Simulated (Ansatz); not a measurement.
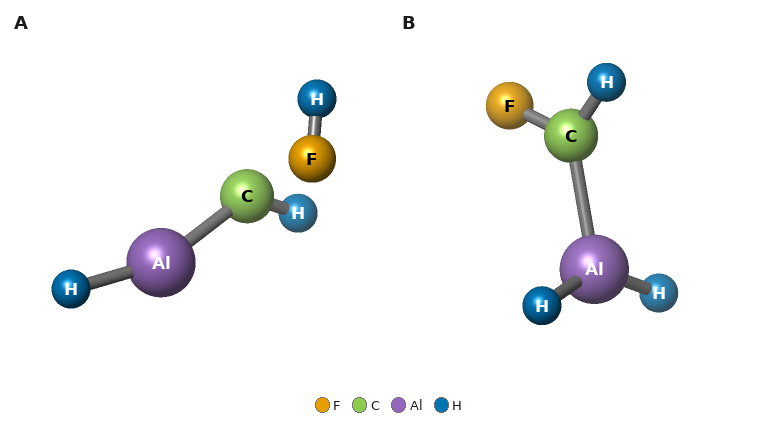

2 stationary structures of one formula. The species has charge +1 and is a spin singlet. Geometries: PBE0-D4/def2-TZVP. Electronic energies: RHF-CCSD(T) (frozen core)/def2-TZVPP (Ansatz 0.2.0), without zero-point energy. No frequency run is at hand to confirm each as a minimum.

Question: Rank them by energy, lowest first.

Answer: B is lowest (Cs); A lies 148.6 kJ/mol above it (C1).
